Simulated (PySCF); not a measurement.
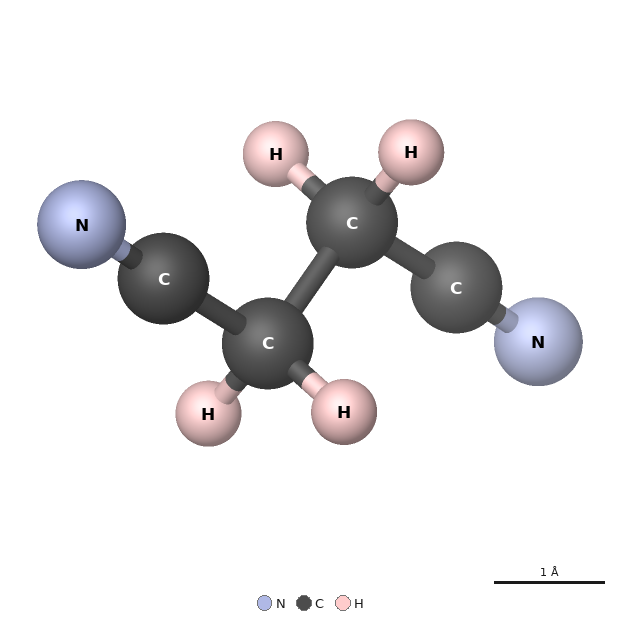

Every bond is drawn as one stick, whatever its order.

Computed geometry: GFN2-xTB optimisation. No frequency run is at hand to confirm it as a minimum.

Which formula does it have?

Answer. C4H4N2, 10 atoms: 4 carbon, 4 hydrogen and 2 nitrogen.

Describe its rings.

Answer. It has no ring.

What is its SMILES?

Answer. N#CCCC#N

Give the symmetry (Schoenflies symbol).

Answer. C2h.

How many sets of symmetry-equivalent atoms are there?

Answer. 4: 2 N, 2 C, 2 C, 4 H.

More results for the same structure follow; atom numbers are the same in all pictures, views and colours differ.

### Geometry

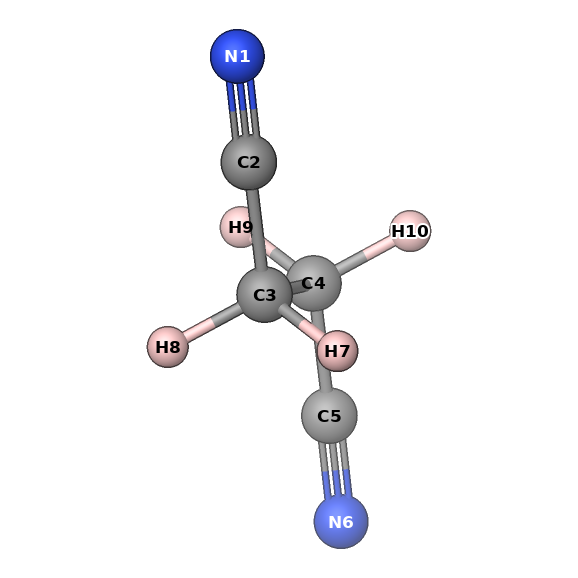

C4 lies behind C3. The molecule seen a little off the C3–C4 bond, C3 in front. Depth is shown by fading: the farther an atom, the more it takes the colour of the background. No frequency run is at hand to confirm it as a minimum.

What is the torsion angle C2–C3–C4–C5? The sign is positive where the front bond must turn clockwise to cover the back bond.

Answer. 180°, antiperiplanar (anti). The bonds about C3–C4 are staggered.

### Electronic properties

No frequency run is at hand to confirm it as a minimum. Method: PBE0/def2-SVPD, gas phase (PySCF 2.14.0). Excitations: vertical, linear response.

Estimate the mean static polarisability.

Answer. 53.4 bohr³.

Give the LUMO energy (Kohn–Sham orbital) at this level.

Answer. −0.20 eV.

What is the HOMO energy (Kohn–Sham orbital)?

Answer. −9.92 eV.

Give the lowest vertical singlet excitation at this level.

Answer. 7.79 eV.

### Spin–spin coupling

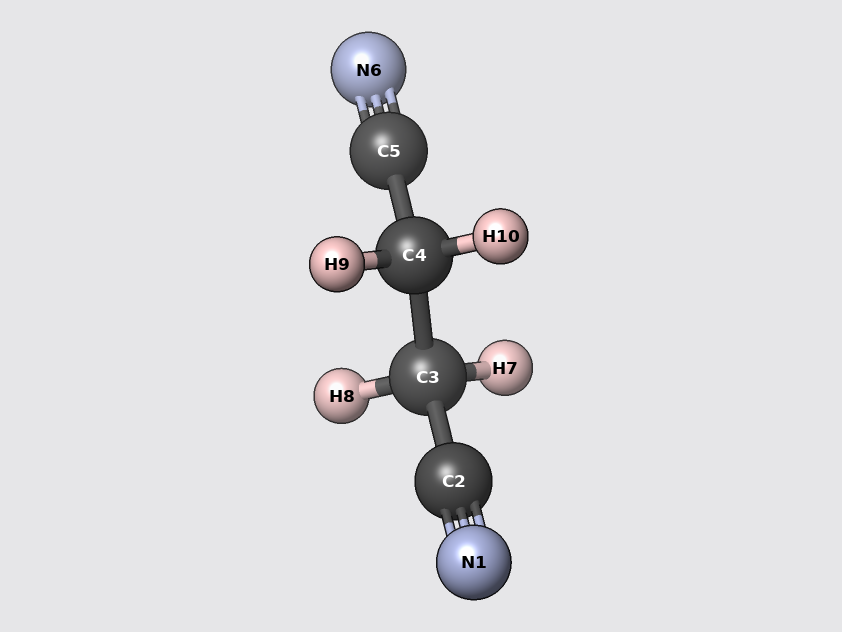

No frequency run is at hand to confirm it as a minimum. Level of theory: B3LYP/pcJ-1 indirect spin-spin coupling, non-relativistic, gas phase (PySCF 2.14.0). Isotopes: 13C, 1H, 15N.

Give the spin–spin coupling constants of these pairs, with the number of bonds between them: N1/C2, N1/C3, C4/N6, C3/N6, N6/H10, N6/H9.

| pair | bonds apart | J (Hz) |
| --- | --- | --- |
| N1, C2 | 1 | −21.5 |
| N1, C3 | 2 | 3.1 |
| C4, N6 | 2 | 3.1 |
| C3, N6 | 3 | −0.8 |
| N6, H10 | 3 | −1.5 |
| N6, H9 | 3 | −1.5 |

### NMR shielding

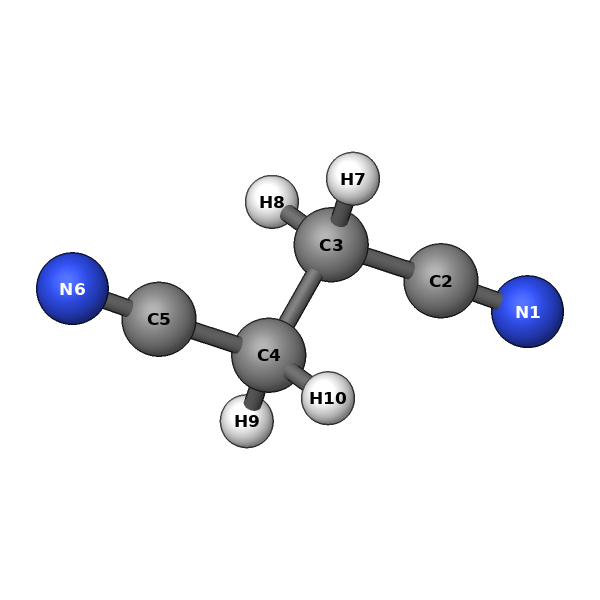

No frequency run is at hand to confirm it as a minimum. Properties computed with GIAO PBE0/pcSseg-1 NMR shielding, non-relativistic, gas phase (PySCF 2.14.0). Principal shieldings σ11 ≤ σ22 ≤ σ33, span Ω = σ33 − σ11, skew κ = 3(σiso − σ22)/Ω.

Give the shielding tensors of the N atoms.

| atom | σ11 | σ22 | σ33 | σiso | Ω | κ |
| --- | --- | --- | --- | --- | --- | --- |
| N1, N6 | −207.1 | −204.7 | 298.9 | −37.6 | 506.0 | 0.99 |

Shieldings and span in ppm.
